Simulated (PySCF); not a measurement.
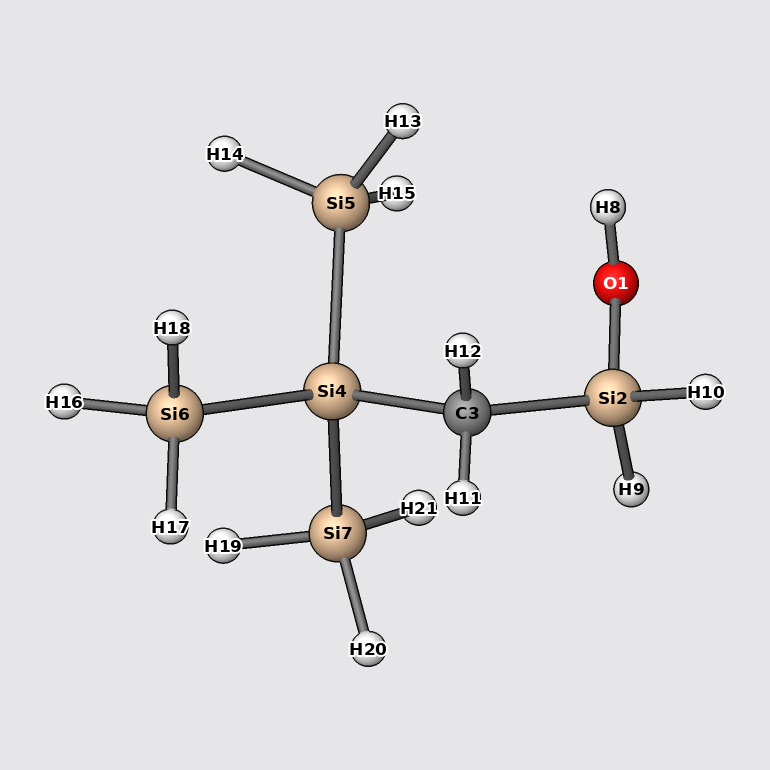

The questions are on isotropic NMR shieldings of the Si atoms. The geometry was computed by an optimisation with GFN2-xTB. No frequency run is at hand to confirm it as a minimum. Method: GIAO PBE0/pcSseg-1 NMR shielding, non-relativistic, gas phase (PySCF 2.14.0).

Question: Which Si atom is the most shielded (lowest chemical shift)?

Answer: Si7 (459.0 ppm).

Question: Which Si atom is the least shielded (highest chemical shift)?

Answer: Si2 (365.8 ppm).

Question: How wide is the range of Si shifts?

Answer: 93.2 ppm.

List the isotropic NMR shieldings of the Si atoms.

```csv
atom,σ (ppm)
Si2,365.8
Si4,449.0
Si5,454.5
Si6,455.1
Si7,459.0
```

The geometry is semi-empirical. Around Si such bond lengths and angles can be off by a tenth of an ångström or more and by several degrees, and values that hang on the shape move with them.
